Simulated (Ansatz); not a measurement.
F$_{3}$H$_{3}$W

```yaml
atoms:
  - { symbol: W, position_ang: [0.0000, 0.0000, -0.3145] }
  - { symbol: H, position_ang: [0.0000, 0.0000, 1.4195] }
  - { symbol: F, position_ang: [1.8282, 0.0000, -0.2349] }
  - { symbol: H, position_ang: [0.0000, 1.3091, 0.7295] }
  - { symbol: F, position_ang: [-1.8282, 0.0000, -0.2349] }
  - { symbol: H, position_ang: [0.0000, -1.3091, 0.7295] }
  - { symbol: F, position_ang: [0.0000, 0.0000, -2.2241] }
```

Core potentials replace the inner electrons of W.

Level of theory: Ansatz, RKS PBE0-D4/def2-SVP.

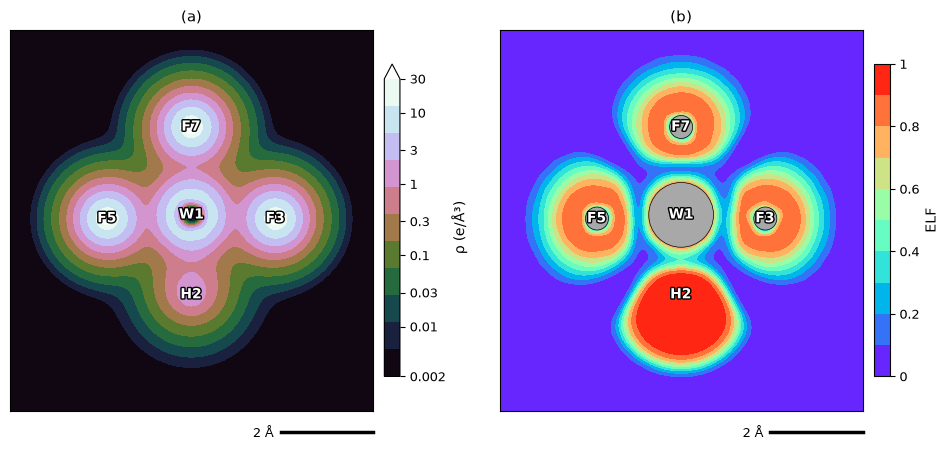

Figure 1. (a) electron density; (b) ELF on the plane of atoms F3, W1 and F7. Grey discs cover the atomic cores in the ELF map.

Interpret the plot.

Answer. Atoms in the plane: W, H and F. W–F (1.83 Å): ρ at the midpoint is about 1.2 e/Å³; the ELF peaks at about 0.85 in the valence shell of F, 0.5 Å from its nucleus, and drops to about 0.30 between the two atoms. W–F (1.91 Å): ρ at the midpoint is about 1 e/Å³; the ELF peaks at about 0.85 in the valence shell of F, 0.5 Å from its nucleus, and drops to about 0.20 between the two atoms.

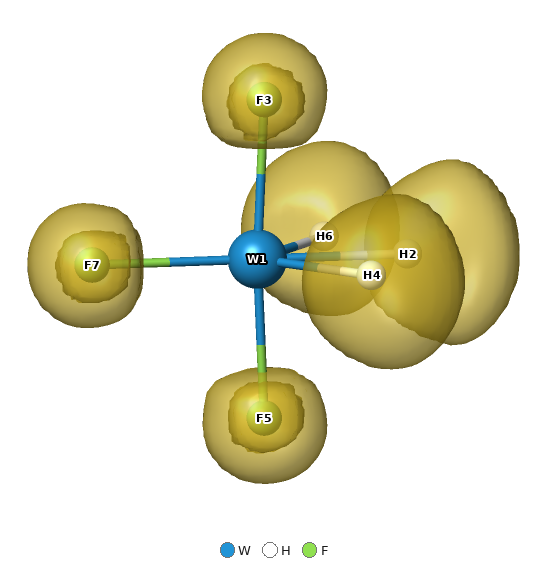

Figure 2. Isosurface of the ELF at 0.8 (yellow), seen at a tilt. Core shells and regions of very low density are left out.

Identify the bonds, lone pairs and shells in this picture.

Answer. The ELF exceeds this value in three regions around hydrogen nuclei and three regions wrapped around F (the valence shell of each). Along the contacts the grid gives the following. W–H (1.67 Å): the ELF climbs to about 1 towards the hydrogen.

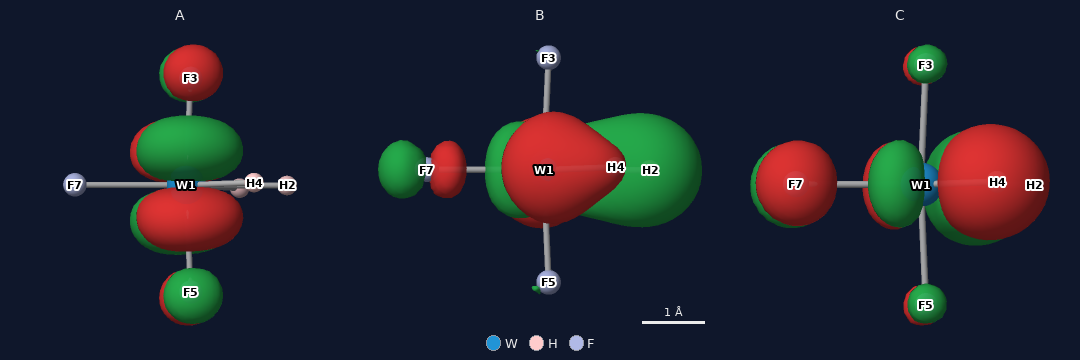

Figure 3. Three frontier orbitals at ±0.15 Å⁻³ᐟ² (green and red are the two phases), in no order.

Order the three orbitals by energy and name them.

Answer. C is the HOMO−1 (−10.43 eV). Its weight (Hirshfeld) is mainly on W1 (about 30 %), F7 (about 25 %), H4 (about 20 %) and H6 (about 20 %). B is the HOMO (−8.54 eV). By Hirshfeld shares it lies mainly on W1 (about 55 %), H2 (about 20 %), F7 (about 10 %), H4 (about 5 %) and H6 (about 5 %). A is the LUMO (−3.65 eV). It lies mainly on W1 (about 75 %), F3 (about 10 %) and F5 (about 10 %).

What is the HOMO–LUMO gap?

Answer. 4.89 eV between the orbital energies.
